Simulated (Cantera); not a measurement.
Charge: 1 mol BN, 9 mol F2, 0.44 mol H2, at 0.0133 bar.

Cantera equilibrium calculation (NASA polynomials, part measured and part estimated; ideal gas, pure solids and liquids). Candidate condensed phases: B, BN; 31 gas species. The numbers say what is thermodynamically allowed, not how fast it happens.

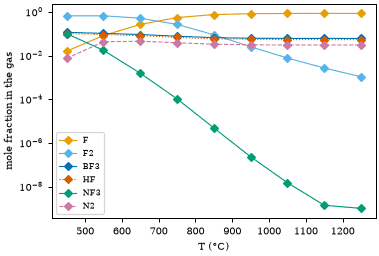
Figure: Equilibrium gas composition (values under 1e-9 drawn at 1e-9)

### Question
Read off the mole fractions at 1150 °C.

### Answer
F about 0.85, BF3 about 0.061, HF about 0.053, N2 about 0.030, F2 about 0.0027.
